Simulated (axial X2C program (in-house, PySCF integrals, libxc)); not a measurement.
## Relativistic diatomic calculation for TeN⁺

System: TeN⁺, single determinant with M_S = 0 and |Λ| = 0.
Method: HF, spin-free X2C-1e, Te dyall-cv3z, N dyall-av3z (cores contracted) (axial X2C program (in-house, PySCF integrals, libxc)).

### Input file
```
{"zs": [52, 7], "q": 1, "bas": ["dyall-cv3z", "dyall-av3z"], "levels": ["PBE0", "HF", "TPSS"], "cc": true, "r0": 1.88, "thr": -1.0, "nmax": 90, "npts": 10, "nst": 2, "ntry": 6}
```

The line is the task of a batch: nuclear charges, charge, bases, the levels to run, a first guess of the distance and further settings. This report covers HF without spin-orbit coupling. The log is that of the reference distance 1.775 Å.

The run was one of a batch that the task file lists, launched with:
```bash
python <driver script> task.json out
```

### Output
```
spin-free X2C-1e  HF
basis functions 181  fitting functions 920  grid points 5075
iter        total energy     max residual
   1      -6844.989526998     2.44e-01
   2      -6845.015385915     7.32e-03
   3      -6845.016190200     7.40e-03
   4      -6845.016424749     4.51e-03
   5      -6845.016758481     9.71e-04
   6      -6845.016795809     6.74e-04
   7      -6845.016815874     3.60e-04
   8      -6845.016819514     1.08e-04
   9      -6845.016819748     8.30e-06
  10      -6845.016819751     2.78e-06
  11      -6845.016819751     2.77e-07
converged
one-electron -9591.44830168  Coulomb 2818.93355362  exact exchange -181.02066593  xc functional 0.00000000  nuclear repulsion 108.51859424
correlated 10  virtual 256  natural virtual 88  E(MP2) -0.385652186  MP2 remainder -0.010377311
iter   CCSD correlation   residual
   1     -0.313553388   3.48e-01
   2     -0.346222830   1.85e-01
   3     -0.350950382   4.38e-02
   4     -0.352416569   1.90e-02
   5     -0.352757084   8.40e-03
   6     -0.352674924   2.22e-03
   7     -0.352640554   7.71e-04
   8     -0.352657239   2.24e-04
   9     -0.352658355   6.47e-05
  10     -0.352657764   2.14e-05
  11     -0.352657888   8.63e-06
  12     -0.352657691   3.27e-06
  13     -0.352657725   1.24e-06
  14     -0.352657698   6.79e-07
  15     -0.352657671   2.69e-07
  16     -0.352657673   1.14e-07
(T) -0.02668563699557104  T1 0.0367  D1 0.0511  max T2 0.136
```

### The points of the curve

| R (Å) | E (hartree) | dipole (D; origin at the first atom, positive when the second is positive) | highest filled (eV) | lowest empty (eV) |
| --- | --- | --- | --- | --- |
| 1.544 | −6844.965928 | −2.16 | −20.17 | −6.72 |
| 1.615 | −6845.001850 | −2.03 | −19.69 | −6.94 |
| 1.669 | −6845.015034 | −1.92 | −19.36 | −7.11 |
| 1.722 | −6845.019355 | −1.79 | −19.04 | −7.28 |
| 1.775 | −6845.016820 | −1.65 | −18.75 | −7.44 |
| 1.837 | −6845.007334 | −1.47 | −18.43 | −7.63 |
| 1.899 | −6844.992695 | −1.28 | −18.13 | −7.82 |
| 1.979 | −6844.968849 | −1.02 | −17.77 | −8.04 |
| 2.077 | −6844.935232 | −0.66 | −17.38 | −8.29 |
| 2.219 | −6844.883804 | −0.01 | −16.86 | −8.58 |

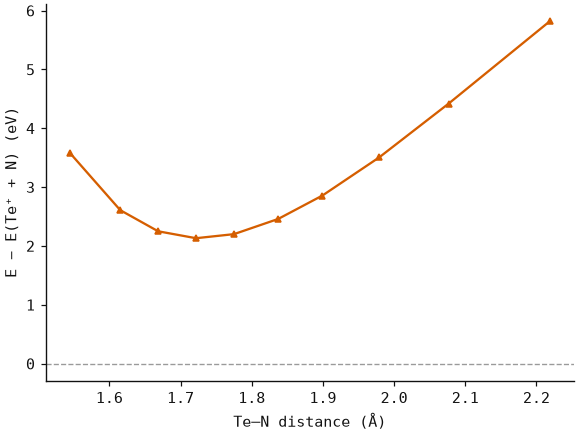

Energy at 10 bond lengths, for one set of occupations held fixed; the line joins the points. A polynomial of degree 6 through 9 points gives rₑ = 1.726 Å, ωₑ = 1173 cm⁻¹, ωₑxₑ = 3.3 cm⁻¹ and Bₑ = 0.4474 cm⁻¹. The whole curve lies above Te⁺ + N, so the molecule isn't bound against them at this level.

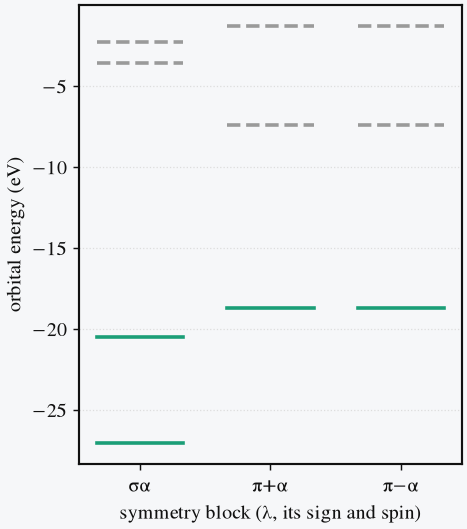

Orbital energies near the frontier at 1.77 Å, filled (solid) and empty (dashed); a label such as π−α means λ = −1 and α spin, and the β levels equal the α ones. The highest filled orbital (π+α; 51 % N p, 41 % Te p) lies at −18.75 eV, the lowest empty one (π−α; 42 % Te p, 37 % N p) at −7.44 eV.

### Results in brief

| quantity | value |
| --- | --- |
| outcome | converged |
| bond length rₑ | 1.726 Å |
| ωₑ | 1173 cm⁻¹ |
| energy at the minimum | −6845.01938 hartree |
| depth below the fragments | −2.13 eV |
| hardware | 1 thread of Arm Neoverse V1, 112 GiB of memory available, shared host |
| wall time | 1.9 s |
| peak memory | 0.64 GiB |

### Notes

Hartree–Fock lacks correlation, so it usually binds too weakly.
